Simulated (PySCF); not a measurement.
# [OsOCl4]2+: forces at shaken geometries

How stiff is [OsOCl4]2+? Its atoms are displaced at random by several amounts. The species was built from a template and needn't be a known compound.

The runs use PySCF 2.14.0; B3LYP, Os def2-SVP with ECP60, O def2-SVP, Cl def2-SVP; scalar-relativistic core potentials, no spin–orbit coupling.

2 further runs of the same task are left out: 2 for a known fault of the program.

## Step 1: Where the work starts

6 atoms, charge 2, spin multiplicity 1.

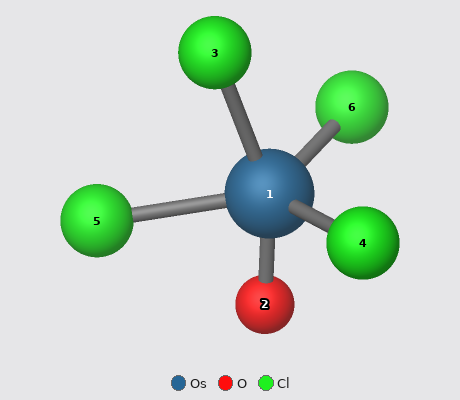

The structure; osmium blue, oxygen red, chlorine green; atoms are numbered from 1 in the order of the file.

As a file:

```xyz
6

Os    0.00799   -0.08589    0.16772
O    -0.21672    0.21614    1.81548
Cl   -0.13933    0.18813   -2.07569
Cl    2.19236   -0.17023    0.16431
Cl   -1.13482    1.92156    0.07063
Cl   -0.95801   -2.05113    0.10597
```

Formal oxidation states: Os +8. An earlier session relaxed this geometry at B3LYP, Os def2-SVP with ECP60, O def2-SVP, Cl def2-SVP (singlet, point group C1).

Its energy there is -2005.263275 Eh.

## Step 2: Atoms moved at random, σ = 0.15 Å

run.py (the lines that set the calculation) reads:

```python
mol = gto.M(atom='''
Os     0.07562    -0.25018     0.14249
O     -0.15926     0.30882     1.86665
Cl     0.03282     0.19673    -2.15236
Cl     2.27564    -0.33077     0.15221
Cl    -1.37144     1.92847    -0.03458
Cl    -1.10190    -1.83449     0.27402''',
    basis={'Os': 'def2-SVP', 'O': 'def2-SVP', 'Cl': 'def2-SVP'},
    ecp={'Os': 'def2-SVP'},
    charge=2, spin=0)
mf = dft.RKS(mol, xc='B3LYP')
mf.grids.atom_grid = (50, 194)
mf = mf.density_fit()  # fitting sets: Os def2-universal-JKFIT, O def2-universal-JKFIT, Cl def2-universal-JKFIT
mf.conv_tol = 1e-08; mf.max_cycle = 55
mf.kernel(dm0)  # dm0: the density of the relaxed state
```

Launch:

```console
$ OMP_NUM_THREADS=2 python run.py
```

Standard output:

```text
init E= -2004.96903704138
  HOMO = -0.766392026966001  LUMO = -0.712499103257248  gap/eV = 1.46650
cycle= 1 E= -2005.05839135196  delta_E= -0.0894  |g|= 0.779  |ddm|= 1.28
  HOMO = -0.600636729487818  LUMO = -0.560504263906708  gap/eV = 1.09206
cycle= 2 E= -2002.95030817191  delta_E= 2.11  |g|=  2.8  |ddm|= 2.99
  HOMO = -0.6652518793794  LUMO = -0.606310056169375  gap/eV = 1.60389
cycle= 3 E= -2004.81465470359  delta_E= -1.86  |g|= 1.38  |ddm|= 2.57
  HOMO = -0.683562858584204  LUMO = -0.647970307004046  gap/eV = 0.96852
cycle= 4 E= -2005.10235970747  delta_E= -0.288  |g|= 0.63  |ddm|= 1.26
  HOMO = -0.72136846856218  LUMO = -0.637299349611048  gap/eV = 2.28764
cycle= 5 E= -2005.15050458282  delta_E= -0.0481  |g|= 0.395  |ddm|= 1.11
  HOMO = -0.700404369299771  LUMO = -0.64123288588936  gap/eV = 1.61014
cycle= 6 E= -2005.20161201692  delta_E= -0.0511  |g|= 0.14  |ddm|= 0.652
  HOMO = -0.701479076443004  LUMO = -0.642164189810929  gap/eV = 1.61404
cycle= 7 E= -2005.20581600541  delta_E= -0.0042  |g|= 0.0876  |ddm|= 0.214
  HOMO = -0.701988797445746  LUMO = -0.639929633083049  gap/eV = 1.68872
cycle= 8 E= -2005.20773303444  delta_E= -0.00192  |g|= 0.0251  |ddm|= 0.0848
  HOMO = -0.702789552382649  LUMO = -0.639918329326892  gap/eV = 1.71081
cycle= 9 E= -2005.2078173247  delta_E= -8.43e-05  |g|= 0.0143  |ddm|= 0.0283
  HOMO = -0.702493907209831  LUMO = -0.639979407333125  gap/eV = 1.70111
cycle= 10 E= -2005.20785575719  delta_E= -3.84e-05  |g|= 0.00892  |ddm|= 0.0201
  HOMO = -0.702738056085731  LUMO = -0.639943528565694  gap/eV = 1.70873
cycle= 11 E= -2005.20787595222  delta_E= -2.02e-05  |g|= 0.00163  |ddm|= 0.011
  HOMO = -0.702622075385469  LUMO = -0.639933892941472  gap/eV = 1.70583
cycle= 12 E= -2005.20787703967  delta_E= -1.09e-06  |g|= 0.000626  |ddm|= 0.00293
  HOMO = -0.702607007074202  LUMO = -0.639942253998475  gap/eV = 1.70519
cycle= 13 E= -2005.2078771591  delta_E= -1.19e-07  |g|= 0.000138  |ddm|= 0.000917
  HOMO = -0.702611697359531  LUMO = -0.639940528231869  gap/eV = 1.70537
cycle= 14 E= -2005.20787718307  delta_E= -2.4e-08  |g|= 4.92e-05  |ddm|= 0.00089
  HOMO = -0.702611845440955  LUMO = -0.639940575215484  gap/eV = 1.70537
cycle= 15 E= -2005.20787718584  delta_E= -2.76e-09  |g|= 2.48e-05  |ddm|= 0.000309
  HOMO = -0.70261171927901  LUMO = -0.639937507004866  gap/eV = 1.70545
Extra cycle  E= -2005.20787718287  delta_E= 2.97e-09  |g|= 0.000116  |ddm|= 0.000149
converged SCF energy = -2005.20787718287
```

Run time: 6.3 s. Hardware: 2 threads of Arm Neoverse V1, shared host.

Read off: E = -2005.207877 Eh (+1.507 eV from the relaxed state), HOMO -19.12 eV, LUMO -17.41 eV, Mulliken charge on Os1 +0.78 e, largest force component 8.977 eV/Å. The gap is small, and the closed shell wasn't tested for a lower spin-broken solution.

```csv
atom,Fx,Fy,Fz (eV/Å)
Os1,1.579,8.977,2.981
O2,0.924,-1.065,-4.558
Cl3,-0.038,-0.345,1.372
Cl4,-0.230,-0.378,0.091
Cl5,1.140,-1.659,0.164
Cl6,-3.375,-5.530,-0.049
```

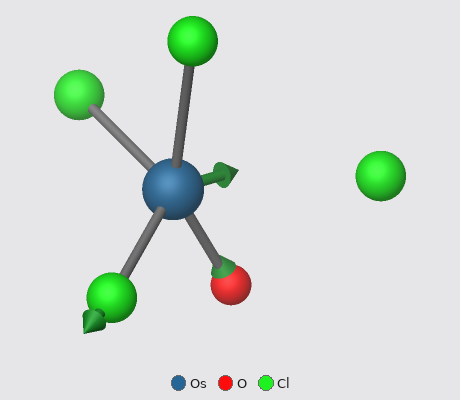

Forces as arrows, the longest for the largest force.

## Step 3: Atoms moved at random, σ = 0.03 Å

run.py (the lines that set the calculation) reads:

```python
mol = gto.M(atom='''
Os     0.00804    -0.06999     0.21455
O     -0.19565     0.19933     1.79852
Cl    -0.15339     0.17487    -2.11440
Cl     2.14875    -0.12544     0.20177
Cl    -1.13223     1.94263     0.05709
Cl    -0.92404    -2.10281     0.09090''',
    basis={'Os': 'def2-SVP', 'O': 'def2-SVP', 'Cl': 'def2-SVP'},
    ecp={'Os': 'def2-SVP'},
    charge=2, spin=0)
mf = dft.RKS(mol, xc='B3LYP')
mf.grids.atom_grid = (50, 194)
mf = mf.density_fit()  # fitting sets: Os def2-universal-JKFIT, O def2-universal-JKFIT, Cl def2-universal-JKFIT
mf.conv_tol = 1e-08; mf.max_cycle = 55
mf.kernel(dm0)  # dm0: the density of the relaxed state
```

Launch:

```console
$ OMP_NUM_THREADS=2 python run.py
```

Standard output:

```text
init E= -2005.28063101253
  HOMO = -0.714814523106458  LUMO = -0.635252525156663  gap/eV = 2.16499
cycle= 1 E= -2005.22274227025  delta_E= 0.0579  |g|= 0.348  |ddm|= 0.454
  HOMO = -0.683865574137361  LUMO = -0.652261616225589  gap/eV = 0.85999
cycle= 2 E= -2003.02600363149  delta_E=  2.2  |g|= 2.84  |ddm|=  2.7
  HOMO = -0.708330021373291  LUMO = -0.634735709010336  gap/eV = 2.00260
cycle= 3 E= -2005.20352736471  delta_E= -2.18  |g|= 0.492  |ddm|= 2.47
  HOMO = -0.707111695019987  LUMO = -0.644520025440388  gap/eV = 1.70321
cycle= 4 E= -2005.24318572092  delta_E= -0.0397  |g|= 0.224  |ddm|= 0.521
  HOMO = -0.712077214432734  LUMO = -0.639425189316487  gap/eV = 1.97696
cycle= 5 E= -2005.25179993544  delta_E= -0.00861  |g|= 0.0998  |ddm|= 0.222
  HOMO = -0.711425129159142  LUMO = -0.639916463641874  gap/eV = 1.94585
cycle= 6 E= -2005.25487822203  delta_E= -0.00308  |g|= 0.0244  |ddm|= 0.119
  HOMO = -0.711440912787982  LUMO = -0.639844359614802  gap/eV = 1.94824
cycle= 7 E= -2005.25502597487  delta_E= -0.000148  |g|= 0.0138  |ddm|= 0.0312
  HOMO = -0.711733090827422  LUMO = -0.63948679874011  gap/eV = 1.96592
cycle= 8 E= -2005.25507372868  delta_E= -4.78e-05  |g|= 0.00304  |ddm|= 0.0147
  HOMO = -0.711561161023358  LUMO = -0.639461720528999  gap/eV = 1.96193
cycle= 9 E= -2005.25507485865  delta_E= -1.13e-06  |g|= 0.00243  |ddm|= 0.00571
  HOMO = -0.711683070212098  LUMO = -0.639528237869939  gap/eV = 1.96343
cycle= 10 E= -2005.25507679609  delta_E= -1.94e-06  |g|= 0.000417  |ddm|= 0.00337
  HOMO = -0.71167989770323  LUMO = -0.639529805865059  gap/eV = 1.96330
cycle= 11 E= -2005.25507692088  delta_E= -1.25e-07  |g|= 0.000157  |ddm|= 0.00162
  HOMO = -0.711674202255333  LUMO = -0.639532503505871  gap/eV = 1.96308
cycle= 12 E= -2005.25507694006  delta_E= -1.92e-08  |g|= 0.000103  |ddm|= 0.000745
  HOMO = -0.711677363627024  LUMO = -0.639532847637448  gap/eV = 1.96315
cycle= 13 E= -2005.25507694658  delta_E= -6.53e-09  |g|= 1.24e-05  |ddm|= 0.000452
  HOMO = -0.711678295794098  LUMO = -0.639532764624162  gap/eV = 1.96318
Extra cycle  E= -2005.25507694611  delta_E= 4.7e-10  |g|= 5.17e-05  |ddm|= 6.96e-05
converged SCF energy = -2005.25507694611
```

Wall time 5.9 s (2 threads of Arm Neoverse V1, shared host).

Read off: E = -2005.255077 Eh (+0.223 eV from the relaxed state), HOMO -19.37 eV, LUMO -17.40 eV, Mulliken charge on Os1 +0.82 e, largest force component 4.984 eV/Å. The gap is small, and the closed shell wasn't tested for a lower spin-broken solution.

```csv
atom,Fx,Fy,Fz (eV/Å)
Os1,-0.702,-1.116,-4.984
O2,-0.815,0.668,4.094
Cl3,0.045,-0.098,0.807
Cl4,1.054,-0.032,-0.129
Cl5,0.102,-0.145,0.082
Cl6,0.315,0.723,0.130
```

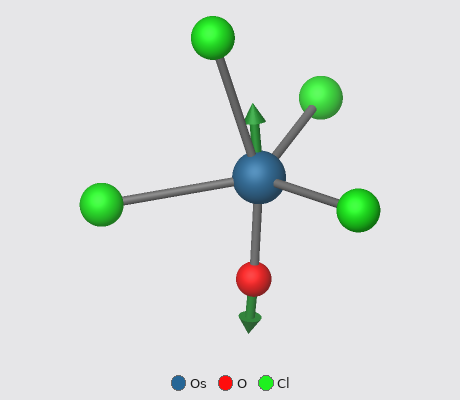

Forces as arrows, the longest for the largest force.

## Step 4: Atoms moved at random, σ = 0.15 Å

run.py (the lines that set the calculation) reads:

```python
mol = gto.M(atom='''
Os    -0.08963    -0.21664     0.06910
O     -0.35704     0.21341     1.78913
Cl    -0.22280    -0.10105    -2.28498
Cl     2.30582    -0.40216     0.24070
Cl    -1.13725     2.09848     0.43189
Cl    -0.74761    -1.57344     0.00259''',
    basis={'Os': 'def2-SVP', 'O': 'def2-SVP', 'Cl': 'def2-SVP'},
    ecp={'Os': 'def2-SVP'},
    charge=2, spin=0)
mf = dft.RKS(mol, xc='B3LYP')
mf.grids.atom_grid = (50, 194)
mf = mf.density_fit()  # fitting sets: Os def2-universal-JKFIT, O def2-universal-JKFIT, Cl def2-universal-JKFIT
mf.conv_tol = 1e-08; mf.max_cycle = 55
mf.kernel(dm0)  # dm0: the density of the relaxed state
```

Launch:

```console
$ OMP_NUM_THREADS=2 python run.py
```

Standard output:

```text
init E= -2004.99925603124
  HOMO = -0.750760939129172  LUMO = -0.711527564488618  gap/eV = 1.06759
cycle= 1 E= -2004.30587061548  delta_E= 0.693  |g|= 1.21  |ddm|= 2.37
  HOMO = -0.587528844111716  LUMO = -0.578654677687241  gap/eV = 0.24148
cycle= 2 E= -1998.36858072658  delta_E= 5.94  |g|= 4.83  |ddm|= 5.36
  HOMO = -0.639994164708524  LUMO = -0.578389505534895  gap/eV = 1.67635
cycle= 3 E= -2003.73239619789  delta_E= -5.36  |g|= 1.88  |ddm|= 4.93
  HOMO = -0.659688331560084  LUMO = -0.632452445248244  gap/eV = 0.74113
cycle= 4 E= -2004.23424320465  delta_E= -0.502  |g|= 1.27  |ddm|= 2.81
  HOMO = -0.692534936169976  LUMO = -0.634398382107934  gap/eV = 1.58198
cycle= 5 E= -2004.55035034084  delta_E= -0.316  |g|= 0.634  |ddm|= 1.43
  HOMO = -0.675493184721681  LUMO = -0.636569095310004  gap/eV = 1.05918
cycle= 6 E= -2004.49676577385  delta_E= 0.0536  |g|= 0.692  |ddm|= 1.21
  HOMO = -0.680597708934584  LUMO = -0.626960167270371  gap/eV = 1.45955
cycle= 7 E= -2004.61793286038  delta_E= -0.121  |g|= 0.269  |ddm|= 0.573
  HOMO = -0.691754667888237  LUMO = -0.635057517999062  gap/eV = 1.54281
cycle= 8 E= -2004.63981937433  delta_E= -0.0219  |g|= 0.128  |ddm|= 0.404
  HOMO = -0.692915221892205  LUMO = -0.632563868042733  gap/eV = 1.64224
cycle= 9 E= -2004.64339340322  delta_E= -0.00357  |g|= 0.0583  |ddm|= 0.168
  HOMO = -0.6933230841607  LUMO = -0.63171339347219  gap/eV = 1.67649
cycle= 10 E= -2004.64437996899  delta_E= -0.000987  |g|= 0.0147  |ddm|= 0.0895
  HOMO = -0.693476328671951  LUMO = -0.631628683346275  gap/eV = 1.68296
cycle= 11 E= -2004.64446366021  delta_E= -8.37e-05  |g|= 0.00482  |ddm|= 0.0287
  HOMO = -0.693533955072246  LUMO = -0.631689612122515  gap/eV = 1.68287
cycle= 12 E= -2004.64446999114  delta_E= -6.33e-06  |g|= 0.000942  |ddm|= 0.00625
  HOMO = -0.693494091210086  LUMO = -0.631688745299355  gap/eV = 1.68181
cycle= 13 E= -2004.64447027255  delta_E= -2.81e-07  |g|= 0.000947  |ddm|= 0.00329
  HOMO = -0.693511314488862  LUMO = -0.631679005982926  gap/eV = 1.68254
cycle= 14 E= -2004.64447056194  delta_E= -2.89e-07  |g|= 0.000374  |ddm|= 0.00161
  HOMO = -0.693517307439667  LUMO = -0.631677645400148  gap/eV = 1.68274
cycle= 15 E= -2004.64447061427  delta_E= -5.23e-08  |g|= 0.000163  |ddm|= 0.000954
  HOMO = -0.693523655604881  LUMO = -0.631677814221793  gap/eV = 1.68291
cycle= 16 E= -2004.64447062465  delta_E= -1.04e-08  |g|= 2.27e-05  |ddm|= 0.000333
  HOMO = -0.693523895597886  LUMO = -0.631678055648164  gap/eV = 1.68291
cycle= 17 E= -2004.64447062495  delta_E= -3.02e-10  |g|= 1.29e-05  |ddm|= 9.05e-05
  HOMO = -0.693523524353777  LUMO = -0.631676398436159  gap/eV = 1.68295
Extra cycle  E= -2004.64447062453  delta_E= 4.17e-10  |g|= 4.45e-05  |ddm|= 6.07e-05
converged SCF energy = -2004.64447062453
```

Wall time 6.7 s (2 threads of Arm Neoverse V1, shared host).

Read off: E = -2004.644471 Eh (+16.839 eV from the relaxed state), HOMO -18.87 eV, LUMO -17.19 eV, Mulliken charge on Os1 +0.74 e, largest force component 69.932 eV/Å. The gap is small, and the closed shell wasn't tested for a lower spin-broken solution.

```csv
atom,Fx,Fy,Fz (eV/Å)
Os1,34.596,69.491,5.188
O2,0.882,0.344,-1.318
Cl3,0.552,1.138,0.335
Cl4,-1.956,0.028,-0.396
Cl5,-0.017,-1.069,-0.691
Cl6,-34.058,-69.932,-3.119
```

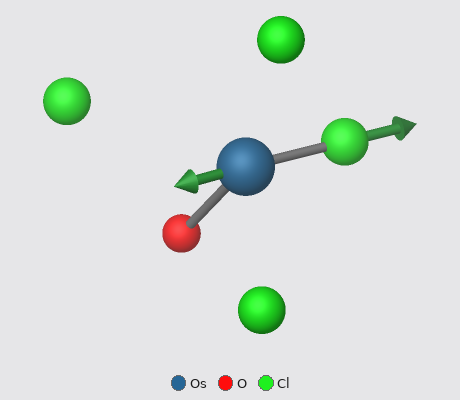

Forces as arrows, the longest for the largest force.

## Step 5: Results

| σ (Å) | energy rise (eV) | harmonic estimate −½ F·u (eV) | largest force component (eV/Å) |
| --- | --- | --- | --- |
| 0.15 | 1.507 | 1.408 | 8.98 |
| 0.03 | 0.223 | 0.232 | 4.98 |
| 0.15 | 16.839 | 27.228 | 69.93 |

Every displacement raises the energy. For a harmonic well the rise equals −½ F·u; the two differ by at most 62 % here (a move with σ = 0.15 Å), from anharmonicity, the grid and the small forces left at the relaxed point. These are double-zeta-type bases without diffuse functions. Spin–orbit coupling is left out.
